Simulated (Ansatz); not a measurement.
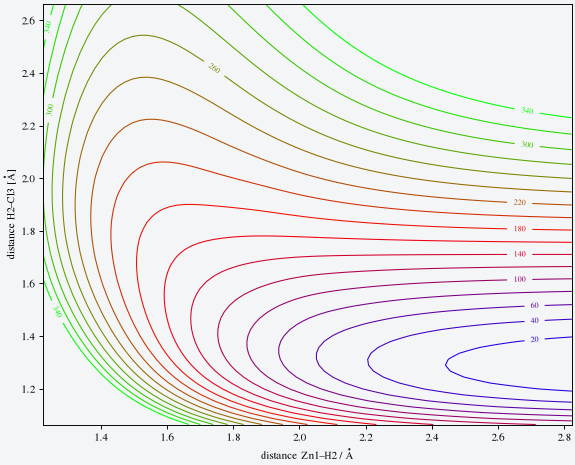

Energy landscape of the system Zn + HCl. 
- Coordinates scanned: (1) distance Zn1–H2; (2) distance H2–Cl3.
- Nothing is relaxed (the angle Zn1–H2–Cl3 is fixed at 100 degrees).
- The scan uses a 13 × 13 grid.
- Points are written as (first, second).
- Energies: kJ/mol, counted from Zn far from the relaxed HCl (each part in its own basis).
- The reference is spin-restricted, so regions where a bond is pulled apart into radicals lie too high.
- The calculation used Ansatz, RKS CAM-B3LYP-D4/def2-TZVPD.

The picture shows contour lines labelled in kJ/mol (none above 340). Between grid points the surface is interpolated. 

Question: Summarise what can be read from the map.

Answer: The lowest grid point is at (2.824 Å, 1.328 Å), 7 kJ/mol from Zn far from the relaxed HCl (each part in its own basis). It lies in a valley that leaves the map towards separated partners. The highest grid point, (1.224 Å, 1.064 Å), lies 858 kJ/mol above the lowest.

The values on the grid:

| distance H2–Cl3 ↓, distance Zn1–H2 → | 1.224 | 1.287 | 1.380 | 1.488 | 1.608 | 1.737 | 1.874 | 2.018 | 2.168 | 2.325 | 2.486 | 2.653 | 2.824 |
| --- | --- | --- | --- | --- | --- | --- | --- | --- | --- | --- | --- | --- | --- |
| 2.664 | 362 | 323 | 290 | 276 | 278 | 293 | 316 | 342 | 368 | 393 | 415 | 434 | 449 |
| 2.493 | 341 | 303 | 269 | 255 | 257 | 270 | 291 | 315 | 340 | 362 | 382 | 398 | 412 |
| 2.326 | 322 | 284 | 250 | 234 | 235 | 246 | 264 | 286 | 307 | 327 | 343 | 357 | 368 |
| 2.165 | 308 | 268 | 233 | 215 | 213 | 222 | 236 | 253 | 271 | 287 | 300 | 311 | 319 |
| 2.008 | 301 | 259 | 221 | 200 | 193 | 198 | 206 | 218 | 231 | 242 | 251 | 258 | 263 |
| 1.858 | 304 | 259 | 216 | 189 | 176 | 174 | 176 | 181 | 187 | 193 | 197 | 201 | 203 |
| 1.714 | 320 | 270 | 220 | 185 | 163 | 152 | 146 | 143 | 142 | 142 | 142 | 142 | 142 |
| 1.577 | 353 | 296 | 235 | 189 | 156 | 134 | 119 | 107 | 99 | 92 | 88 | 85 | 83 |
| 1.448 | 406 | 339 | 265 | 205 | 159 | 124 | 98 | 77 | 63 | 52 | 44 | 38 | 35 |
| 1.328 | 484 | 404 | 314 | 237 | 177 | 130 | 94 | 65 | 45 | 30 | 19 | 12 | 7 |
| 1.220 | 593 | 497 | 388 | 295 | 219 | 161 | 116 | 81 | 56 | 38 | 26 | 17 | 11 |
| 1.127 | 732 | 621 | 492 | 382 | 294 | 225 | 173 | 134 | 105 | 84 | 70 | 61 | 54 |
| 1.064 | 865 | 740 | 597 | 475 | 377 | 301 | 244 | 202 | 170 | 148 | 133 | 123 | 116 |

The whole map (169 points run) took 12 min on 1 thread of Arm Neoverse V1, on a shared host.
